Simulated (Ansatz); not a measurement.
The parent structure is Cs in the bcc (W type) structure (space group Im-3m, No. 229; a = 6.007 Å; relaxed with 0.1 eV smearing). Axes: x, y, z lie along the cube axes.

Structures relaxed with PBEsol (Ansatz, a program for electronic structure; PAW; 420 eV plane waves; without spin-orbit coupling).

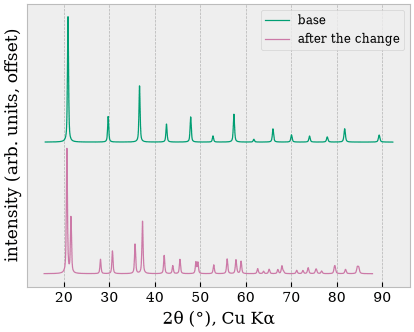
Simulated powder patterns before (top) and after one change

**Question.** What was done to the base?
(A) biaxial strain −1.50 %, plane normal [001], relaxed out of plane
(B) biaxial strain −0.50 %, plane normal [001], relaxed out of plane
(C) biaxial strain +1.00 %, plane normal [001], relaxed out of plane
(D) biaxial strain −3.00 %, plane normal [001], relaxed out of plane

**Answer.** D, biaxial strain −3.00 %, plane normal [001], relaxed out of plane. Its volume per atom is 107.98 Å³ against 108.39 Å³, and its space group is I4/mmm (No. 139).

Stability against distortions was not tested.
